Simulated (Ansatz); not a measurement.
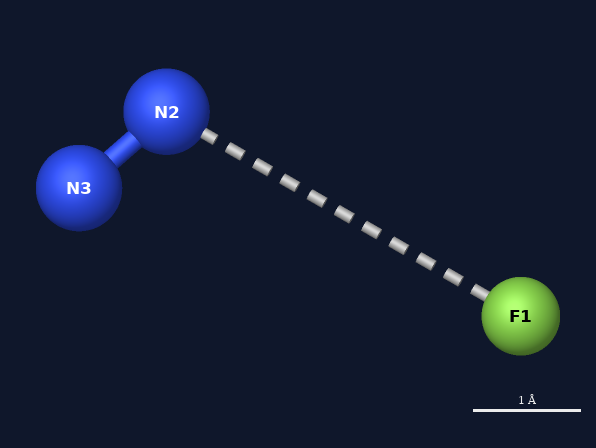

Two molecules or ions; the broken line marks their closest contact (measured against van der Waals radii). State: charge −1, singlet. Geometry: a pair of rigid molecules at a changed separation. Program: Ansatz 0.2.0.

Which two species are they?

Answer. F and N2 (`N#N.[F-]`).

How long is the contact?

Answer. F1···N2 is 3.86 Å.

Give the counterpoise-corrected interaction energy (kJ/mol, monomers kept as in the pair) with RHF-CCSD(T) (frozen core)/def2-TZVPPD; ωB97M-V/def2-TZVPPD.

```
                                level  interaction energy (kJ/mol)
RHF-CCSD(T) (frozen core)/def2-TZVPPD                         −6.3
                  ωB97M-V/def2-TZVPPD                         −6.4
```
